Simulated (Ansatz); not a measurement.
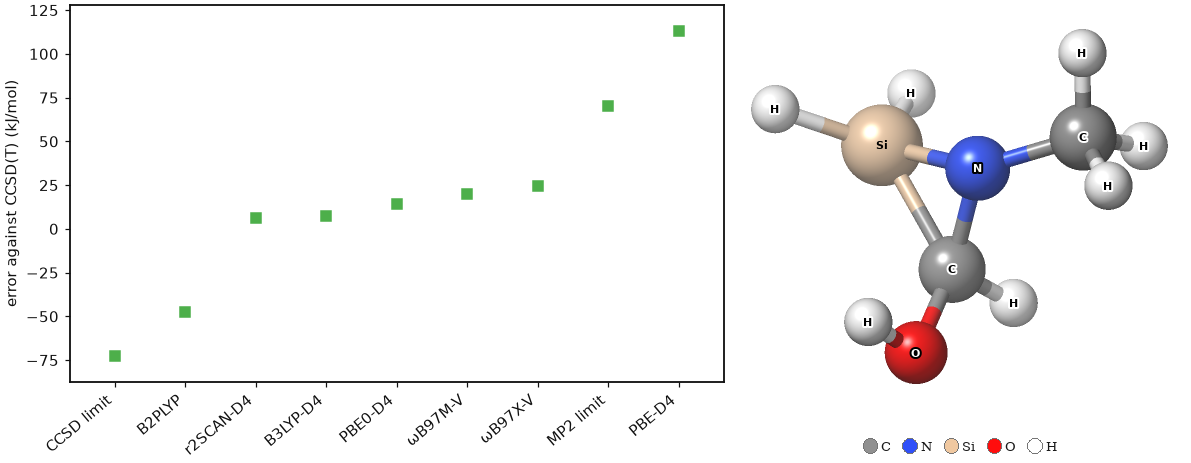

Error in the electronic atomisation energy (method less reference, so positive means overbinding) of C₂H₇NOSi, SMILES CN1[SiH2][C@@H]1O: functionals in def2-TZVPP against frozen-core CCSD(T) at the limit (MP2 extrapolated from triple and quadruple zeta, plus CCSD(T) less MP2 in a smaller set), which gives 4330.2 kJ/mol, at a PBE0-D4/def2-TZVP geometry (no frequency check), no zero-point or spin-orbit term, the Ansatz code 0.2.0. The reference leaves out core correlation, a term that grows with the number of heavy atoms. B2PLYP holds a correlation term that converges slowly with the basis, so part of the distance to the limit is basis error. No dispersion term is added to B2PLYP. Limit means the basis limit.

**Which of these levels overbind, and which underbind?**

Overbind: MP2 limit and PBE-D4. Underbind: CCSD limit and B2PLYP. Within 25 kJ/mol of zero, too close to call in view of what the reference leaves out: r2SCAN-D4, B3LYP-D4, PBE0-D4, ωB97M-V and ωB97X-V.

**What range do the values span?**

From −72.6 kJ/mol (CCSD limit) to 113.3 kJ/mol (PBE-D4).
